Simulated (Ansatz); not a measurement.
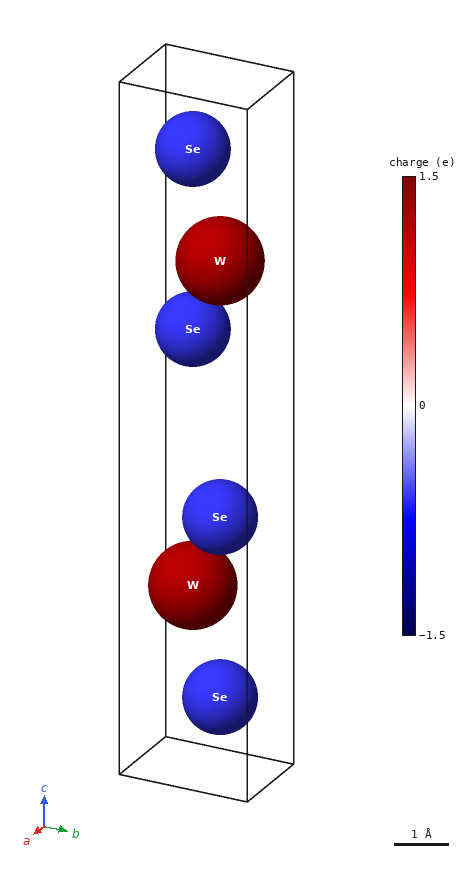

This spheres-only model is shown slightly off an axis. One simulation cell is framed, with atoms on its boundary repeated. The atoms of this WSe2 cell are coloured by their Bader charge.

Level of theory and settings: Ansatz, DFT, PAW plane waves, r2SCAN, plane waves up to 500 eV, Brillouin-zone sampling on a 9×9×2 mesh, Fermi-Dirac smearing of 0.1 eV, no spin polarisation.

### Summarise the charge transfer.

Most positive: W; most negative: Se. Charges: about W +1.2 e; Se -0.6 e.

Provenance: a generated cell, made by putting these elements into a known structure type (the compound may or may not exist in this form); not relaxed. An electronic-structure calculation with Ansatz was run on it.

At this level of theory the cell isn't at rest (stretched, at -9 GPa and forces up to 1.4 eV/Å), so its distances can differ from those at equilibrium, the more so the softer the solid.
